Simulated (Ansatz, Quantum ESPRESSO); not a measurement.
# HfPbO3 (Pm-3m): third-order response, part 3 of 3

Wanted: vibrational spectra of HfPbO3 (Pm-3m) from linear and non-linear response.

Quantum ESPRESSO 8.0 development, patched; DFT LDA, scalar-relativistic, plane waves, PseudoDojo norm-conserving pseudopotentials.

So far. Step 6 (Zone-centre analysis): The rule moves no optical mode by more than 0.2 cm⁻¹. Step 9 (Modes along a direction of q (1 0 0)): The field moves 3 modes; the highest of them now lies at 707 cm⁻¹, where the highest that moved away lay at 596.

### Step 10. A second program

The same cell goes through another code at the same cutoff. The files are of one family, but Ansatz's library holds files of its own making for some heavy elements, so those for Pb may differ. Its k mesh is centred on Γ.

This step: DFT LDA, scalar-relativistic, plane waves, norm-conserving pseudopotentials of its library (PseudoDojo's, some remade) (Ansatz 0.2.0).

input.yaml reads:

```yaml
crystal:
  lattice:
    - [4.0632501345, 0.0, 0.0]
    - [0.0, 4.0632501345, 0.0]
    - [0.0, 0.0, 4.0632501345]
  atoms:
    - { symbol: Hf, position: [0.5, 0.5, 0.5] }
    - { symbol: Pb, position: [0.0, 0.0, 0.0] }
    - { symbol: O, position: [0.0, 0.5, 0.5] }
    - { symbol: O, position: [0.5, 0.0, 0.5] }
    - { symbol: O, position: [0.5, 0.5, 0.0] }
kpoints:
  mp_grid: { grid: [8, 8, 8] }
hamiltonian:
  xc: lda
  pseudopotentials: { kind: nc, accuracy: standard }
scf:
  occupations: { method: fixed }
output:
  eigenvalues: true
basis:
  ecutwfc: 1142.878
phonons:
  method: dfpt
  dielectric: true
  rigid_motions: translations
  raman: true
```

Run with:

```console
$ ansatz run input.yaml --threads 16 --pin off --max-ram 32768MiB --backend cpu --events-out ev --progress --plain --runs-dir out
```

The program printed:

```text
Warning: basis.ecutwfc = 1142.878 eV is below the records' recommended 1142.878222 eV, and the density's cutoff is lower with it unless basis.ecutrho_ratio is high enough to keep the records' density cutoff: compare with a run at a higher cutoff
Engine: ansatz 0.2.0, aarch64-unknown-linux-gnu
Pseudopotentials: kind: nc
Pseudopotential: Hf, nc, valence charge 12, recommended cutoff 789.130201 eV (normal), Hf.nc.azcp (PseudoDojo's, or run here from an input of PseudoDojo's; its table is named by hamiltonian.pseudopotentials.accuracy)
Pseudopotential: Pb, nc, valence charge 14, recommended cutoff 761.918815 eV (normal), Pb.nc.azcp (PseudoDojo's, or run here from an input of PseudoDojo's; its table is named by hamiltonian.pseudopotentials.accuracy)
Pseudopotential: O, nc, valence charge 6, recommended cutoff 1142.878222 eV (normal), O.nc.azcp (PseudoDojo's, or run here from an input of PseudoDojo's; its table is named by hamiltonian.pseudopotentials.accuracy)
Functional definition: SPW92
  exchange = slater_x
  correlation = pw_c
Crystal: 5 atoms, lattice volume = 67.084 Å³
Basis set: ecut = 1142.878 eV, 5887 PW (Γ), exchange–correlation on 90×90×90 points (8 copies of the dense FFT grid, shifted against one another)
Bands: 27, of which v1, the nominal top of the filled ones, is band 22 counted from 1 (21 counted from 0)
Symmetry: 48 space group operations
k-points: 170 of 512 (irreducible under 2 space group operations, time reversal used)
Non-local potential: Hf, projectors of the file, l = 0: 2, l = 1: 2, l = 2: 2, l = 3: 2
Non-local potential: Pb, projectors of the file, l = 0: 2, l = 1: 2, l = 2: 2
Non-local potential: O, projectors of the file, l = 0: 2, l = 1: 2, l = 2: 1
Initial density: superposition of atomic densities (chi_scale 0.1, normalization cell, long waves kept (reshape's long-wave potential 0.00 eV rms))
Initial wavefunctions: pseudopotential atomic-orbital guess
Functional: x = slater, c = lda
SCF iter   1: F=—  HF=-4803.746581 eV  |F-HF|=—  |Δ(HF+E_count)|=         —  Δρ=6.38e-2  dr2=4.01e0  ethr=3.10e-3  ⟨swp⟩=5.7  Hψ=19338  notcnv=0  defer=447
preconditioner: auto → Resta (q_TF=auto, 2.543 Å⁻¹)  ε∞=4.9  [insulator: Δε(μ)=3.270 eV  Ē_g=13.693 eV  n_scr=18 (ndim 8)  ℏωp=27.2 eV  f_vac=0.000  ε∞_Penn≈4.9]
SCF iter   2: F=—  HF=-4802.603071 eV  |F-HF|=—  |Δ(HF+E_count)|=    1.14e0  Δρ=3.59e-2  dr2=1.11e0  ethr=3.10e-3  ⟨swp⟩=2.6  Hψ=9497  notcnv=0  defer=442
SCF iter   3: F=—  HF=-4802.201478 eV  |F-HF|=—  |Δ(HF+E_count)|=   4.02e-1  Δρ=1.70e-2  dr2=2.50e-1  ethr=2.52e-3  ⟨swp⟩=3.0  Hψ=9591  notcnv=0  defer=439
SCF iter   4: F=—  HF=-4802.129479 eV  |F-HF|=—  |Δ(HF+E_count)|=   7.20e-2  Δρ=3.64e-3  dr2=4.71e-3  ethr=5.68e-4  ⟨swp⟩=2.9  Hψ=8729  notcnv=0  defer=483
SCF iter   5: F=—  HF=-4802.127937 eV  |F-HF|=—  |Δ(HF+E_count)|=   1.54e-3  Δρ=1.16e-3  dr2=8.21e-4  ethr=1.07e-5  ⟨swp⟩=3.0  Hψ=12640  notcnv=0  defer=496
SCF iter   6: F=—  HF=-4802.127746 eV  |F-HF|=—  |Δ(HF+E_count)|=   1.91e-4  Δρ=2.69e-4  dr2=3.32e-5  ethr=1.87e-6  ⟨swp⟩=2.3  Hψ=6754  notcnv=0  defer=497
SCF iter   7: F=—  HF=-4802.127744 eV  |F-HF|=—  |Δ(HF+E_count)|=   2.33e-6  Δρ=3.94e-5  dr2=8.39e-7  ethr=7.55e-8  ⟨swp⟩=2.5  Hψ=7863  notcnv=0  defer=489
SCF iter   8: F=—  HF=-4802.127680 eV  |F-HF|=—  |Δ(HF+E_count)|=   6.37e-5  Δρ=9.39e-6  dr2=3.40e-8  ethr=1.91e-9  ⟨swp⟩=2.9  Hψ=8574  notcnv=0  defer=473
SCF iter   9: F=—  HF=-4802.127680 eV  |F-HF|=—  |Δ(HF+E_count)|=   8.66e-9  Δρ=1.22e-6  dr2=7.04e-10  ethr=7.73e-11  ⟨swp⟩=2.6  Hψ=8373  notcnv=0  defer=472
SCF iter  10: F=-4802.127680 eV  HF=-4802.127680 eV  |F-HF|=4.55e-12  |Δ(HF+E_count)|=  4.55e-12  Δρ=1.94e-7  dr2=1.59e-11  ethr=1.00e-12  ⟨swp⟩=18.5  Hψ=41806  notcnv=0
SCF 1 converged in 10 iterations: F = -4802.127680 eV  dr2 = 1.59e-11
DFPT response loops at Γ: preconditioner auto → none (the input reference at scf.mixing.eps_inf says where Resta's filter doesn't serve); β = 0.50; Broyden in place of MSR1
── the response to a field inside a basis, on 10×10×10 k-points: an SCF that follows is theirs, and a resumed run solves both again ──
Bands: 23, of which v1, the nominal top of the filled ones, is band 22 counted from 1 (21 counted from 0)
k-points: 35
Initial density: handed on by an earlier stage of this run
Initial wavefunctions: pseudopotential atomic-orbital guess (no wavefunctions were taken with the density)
Eigensolver: Dense (35 Hₖ)
SCF iter   1: F=—  HF=-4802.111045 eV  |F-HF|=—  |Δ(HF+E_count)|=         —  Δρ=1.51e-4  dr2=1.34e-6  ethr=1.00e-1
preconditioner: auto → Resta (q_TF=auto, 2.543 Å⁻¹)  ε∞=4.8  [insulator: Δε(μ)=2.575 eV  Ē_g=15.136 eV  n_scr=18 (ndim 8)  ℏωp=29.4 eV  f_vac=0.000  ε∞_Penn≈4.8]
SCF iter   2: F=—  HF=-4802.111046 eV  |F-HF|=—  |Δ(HF+E_count)|=   1.40e-6  Δρ=7.86e-5  dr2=3.96e-7  ethr=3.05e-9
SCF iter   3: F=—  HF=-4802.111047 eV  |F-HF|=—  |Δ(HF+E_count)|=   5.54e-7  Δρ=9.92e-6  dr2=4.17e-8  ethr=9.00e-10
SCF iter   4: F=—  HF=-4802.111047 eV  |F-HF|=—  |Δ(HF+E_count)|=   9.49e-9  Δρ=2.07e-6  dr2=9.54e-10  ethr=9.48e-11
SCF iter   5: F=-4802.111047 eV  HF=-4802.111047 eV  |F-HF|=3.64e-12  |Δ(HF+E_count)|=  2.50e-10  Δρ=1.96e-7  dr2=1.36e-11  ethr=2.17e-12
SCF 1 converged in 5 iterations: F = -4802.111047 eV  dr2 = 1.36e-11
DFPT response loops at Γ: mixed as the last ones told, above
DFPT response loops at Γ: mixed as the last ones told, above
WARN: field response: ε∞ stands inside a basis, on 10×10×10 points; the force constants stand on the 8×8×8 k-mesh, whose period is 13.46 times the interband length at k = (0.0000, 0.0000, -0.5000), direct gap 2.410 eV, under 14: take them and everything formed from them as unconverged, and compare with a denser kpoints.mp_grid
SCF converged after 10 iterations
Free energy (F): -4802.127680 eV
Harris-Foulkes:  -4802.127680 eV  (|F-HF|=4.55e-12)
Internal energy: -4802.127680 eV  (E = F + TS)
E sigma→0 (E₀):  -4802.127680 eV
Fermi energy:    10.414247 eV
--- Per-component energies (eV) ---
  E_band       = -134.837662
  E_kinetic    = 2242.209993
  E_local      = -2499.221036  (includes V_loc(G=0)·N_el)
  E_nonlocal   = -538.165547
  E_hartree    = 801.037782
  E_xc         = -1261.602493
  E_vxc        = -941.736656  (∫ρ·V_xc dr)
  E_ewald      = -3546.386380
  E_smearing   = -0.000000  (= −TS)
  E_closure    = -0.000000  (closes the sum)
  Σ components = -4802.127680   (vs F -4802.127680, Δ=0.00e0)
--- Band table (eV; the first three rows and the last of 170) ---
  k-point 0: bands = [... 18 lower, 9.2305, 9.9423, 9.9423, 9.9423, 14.5888, 14.5888, 14.5888, 17.1607, ... 1 higher]
  k-point 1: bands = [... 18 lower, 9.1912, 9.5141, 9.9041, 9.9041, 14.5972, 14.9247, 14.9247, 16.2672, ... 1 higher]
  k-point 2: bands = [... 18 lower, 9.0994, 9.3011, 9.8740, 9.8740, 14.6176, 14.7964, 15.5668, 15.5668, ... 1 higher]
  k-point 169: bands = [... 18 lower, 6.2282, 10.2709, 10.2709, 10.2709, 16.3575, 16.3575, 16.3575, 18.7943, ... 1 higher]
--- Phonons (Γ-DFPT): 4 representative perturbations + reference, on 170 of 512 k-points (Σ response iterations 12) ---
  k mesh reduced under 2 symmetry operations, with k and −k counted as one. Each operation leaves every solved perturbation unchanged. A smaller set is not considered because the run solves the response to a homogeneous field
  ASR residual: 8.493e-5 → 0.000e0 eV/Å²; symmetrization residual: 5.722e-6 eV/Å²
  ASR residual per site (eV/Å²): 8.14e-5 6.84e-5 8.49e-5 8.49e-5 8.49e-5
  Γ frequencies (cm⁻¹): -119.40 -119.40 -119.40 0.00 0.00 0.00 110.15 110.15 110.15 144.16 144.16 144.16 596.48 596.48 596.48
  ε∞ (high-frequency dielectric tensor):
        6.645053     0.000000     0.000000
        0.000000     6.645053     0.000000
        0.000000     0.000000     6.645053
  softest optical mode at Γ: -119.40 cm⁻¹; the repairs (sum rule, projections) moved no ω² at Γ by more than (1.70 cm⁻¹)²
  Born effective charges Z* (e; rows j = field, columns β = displacement):
    site 0:
         5.69657   -0.00000    0.00000
        -0.00000    5.69657    0.00000
         0.00000   -0.00000    5.69657
    site 1:
         3.91835    0.00000    0.00000
         0.00000    3.91835    0.00000
         0.00000   -0.00000    3.91835
    site 2:
        -4.58905   -0.00000    0.00000
        -0.00000   -2.51293    0.00000
         0.00000   -0.00000   -2.51293
    site 3:
        -2.51293    0.00000    0.00000
         0.00000   -4.58905    0.00000
         0.00000    0.00000   -2.51293
    site 4:
        -2.51293    0.00000    0.00000
        -0.00000   -2.51293    0.00000
         0.00000   -0.00000   -4.58905
  Z* charge neutrality: 6.539e-5 e pre-enforcement
  solved inside a basis spanned on kpoints, on 10×10×10 k-points transformed towards the longest dipole: ε∞ is read to err by 2.0e-2, Z* by 2.0e-2 e (field_mesh: kpoints solves on kpoints); Z* is corrected for what the basis lacks
  Raman tensors (in the event stream and the table raman_tensors.tsv): an entry may err by 4.7e-3 Å², one of the second-order susceptibility by 5.4e-19 pm/V (basis, points and sum rule); their sum over the sites missed zero by 1.616e-20 Å² ahead of its enforcement
  optical modes at Γ without the LO–TO term, one row a degenerate level:
      ω (cm⁻¹)  modes    IR ((D/Å)²/amu)  static Raman (Å⁴/amu)  depolarisation
       -119.40      3            68.4364                 0.0000               —
        110.15      3             0.0000                 0.0000               —
        144.16      3            33.9756                 0.0000               —
        596.48      3            61.0404                 0.0000               —
  optical modes at Γ + LO–TO along q̂ = [1.0000, 0.0000, 0.0000]:
      ω (cm⁻¹)  modes    IR ((D/Å)²/amu)  static Raman (Å⁴/amu)  depolarisation
       -119.40      2            45.6243                 0.0000               —
         82.80      1             0.3981                 0.0000               —
        110.15      3             0.0000                 0.0000               —
        144.16      2            22.6504                 0.0000               —
        340.69      1            14.8367                 0.0000               —
        596.48      2            40.6936                 0.0000               —
        707.16      1            39.2494                 0.0000               —
  optical modes at Γ + LO–TO along q̂ = [0.0000, 1.0000, 0.0000]:
      ω (cm⁻¹)  modes    IR ((D/Å)²/amu)  static Raman (Å⁴/amu)  depolarisation
       -119.40      2            45.6243                 0.0000               —
         82.80      1             0.3981                 0.0000               —
        110.15      3             0.0000                 0.0000               —
        144.16      2            22.6504                 0.0000               —
        340.69      1            14.8367                 0.0000               —
        596.48      2            40.6936                 0.0000               —
        707.16      1            39.2494                 0.0000               —
  optical modes at Γ + LO–TO along q̂ = [0.0000, 0.0000, 1.0000]:
      ω (cm⁻¹)  modes    IR ((D/Å)²/amu)  static Raman (Å⁴/amu)  depolarisation
       -119.40      2            45.6243                 0.0000               —
         82.80      1             0.3981                 0.0000               —
        110.15      3             0.0000                 0.0000               —
        144.16      2            22.6504                 0.0000               —
        340.69      1            14.8367                 0.0000               —
        596.48      2            40.6936                 0.0000               —
        707.16      1            39.2494                 0.0000               —
```

The job ended after 3.3 min (16 threads of Arm Neoverse N1, shared host; peak memory 5.4 GiB).

Numbers from this step:

- sum-rule residual before enforcement: 8.49e-5 eV/Å²
- miss of the charge sum rule: 6.54e-5 e
- estimated error of the dielectric tensor: 0.01960
- estimated error of the Born charges: 0.02043 e
- highest optical zone-centre mode (no LO-TO term): 596.5 cm⁻¹
- mean high-frequency dielectric constant: 6.645
- highest mode moved by the LO-TO term: 707.2 cm⁻¹

Transverse modes; imaginary modes left out. Infrared lines, with heights relative to the strongest:

```csv
position (cm⁻¹),label,"IR intensity ((D/Å)²/amu), degenerate modes summed, relative"
110,T2u,0.0
144,T1u,56
596,T1u,100
```

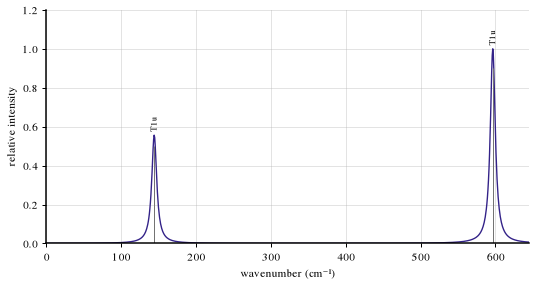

The infrared spectrum, broadened with Lorentzians of width 8 cm⁻¹; bars mark the lines.

The log warns that the force constants on this k mesh are to be taken as unconverged.

### Step 11. The two compared: QE PseudoDojo and Ansatz, library NC

Numbers from this step:

```yaml
root_mean_square_difference: 0.12 cm⁻¹
largest_difference: 0.23 cm⁻¹
```

The 12 of 12 modes that differ most. Frequencies side by side:

```csv
q (reciprocal lattice),mode,QE PseudoDojo (cm⁻¹),"Ansatz, library NC (cm⁻¹)"
0 0 0,1,-119.4,-119.4
0 0 0,2,-119.4,-119.4
0 0 0,3,-119.4,-119.4
0 0 0,7,109.9,110.2
0 0 0,8,109.9,110.2
0 0 0,9,109.9,110.2
0 0 0,10,144.1,144.2
0 0 0,11,144.1,144.2
0 0 0,12,144.1,144.2
0 0 0,13,596.5,596.5
0 0 0,14,596.5,596.5
0 0 0,15,596.5,596.5
```

The two runs side by side. Further quantities:

```csv
quantity,QE PseudoDojo,"Ansatz, library NC"
mean ε∞,6.653,6.645
"largest Born charge in size (e; the first before, the second after the charge sum rule)",5.697,5.697
summed IR intensity ((D/Å)²/amu),163.5,163.5
```

At the zone centre the largest difference (acoustic modes at Γ apart) is 0.04 % of the highest mode.

### Step 12. What came out

```yaml
space_group_after_relaxation: Pm-3m
volume_per_atom: 13.4 Å³
gap_on_the_k_mesh: 2.41 eV
highest_optical_zone_centre_mode_no_lo_to_term: 596.5 cm⁻¹
lowest_optical_zone_centre_mode: -119.4 cm⁻¹
highest_mode_moved_by_the_lo_to_term: 707.0 cm⁻¹
mean_high_frequency_dielectric_constant: 6.65
largest_born_charge_in_size_third_of_the_trace: 5.70 e
imaginary_optical_modes_at_the_zone_centre_no_q_mesh_in_this_session: yes
largest_difference_from_ansatz_library_nc: 0.23 cm⁻¹
```

No mode is Raman active in this structure; the strongest infrared line lies at 596 cm⁻¹. At the LDA level the optical modes of HfPbO3 (Pm-3m) at the zone centre (no LO-TO term) run from 119i to 596 cm⁻¹, so the structure is a saddle point, with 3 modes beyond 10i cm⁻¹ there. Along the directions run, the highest mode that the macroscopic field moves lies at 707 cm⁻¹. Of the 12 optical modes, 9 are infrared active alone and 3 are silent. QE PseudoDojo and Ansatz, library NC agree to 0.23 cm⁻¹ (0.04 % of the highest mode compared) on all solved modes but the acoustic ones at Γ, without the LO-TO term. These are harmonic frequencies at zero temperature: anharmonic shifts and linewidths and thermal expansion are left out. Spin-orbit coupling is left out, which can matter for the heavy elements here. Ansatz's log warns that force constants on this k mesh are to be taken as unconverged, an error that the frequencies of both programs share. The build is a development version in which the Raman tensors of release 7.5 are mended; dynmat.x leaves out the electro-optic term of LO lines. The structure comes from a database and need not be the phase that is stable at ambient conditions.

[Host names and launcher messages were left out of these logs when they were recorded.]

[Logs are printed without paths, hosts, clocks, repeated set-up lines and the standing remarks that a program may print on its own settings, such as how far it seeks lower states.]

[Hosts, paths, dates, database ids (printed as entryN), source tags and the programs' standing remarks are cut or masked in the printed files.]
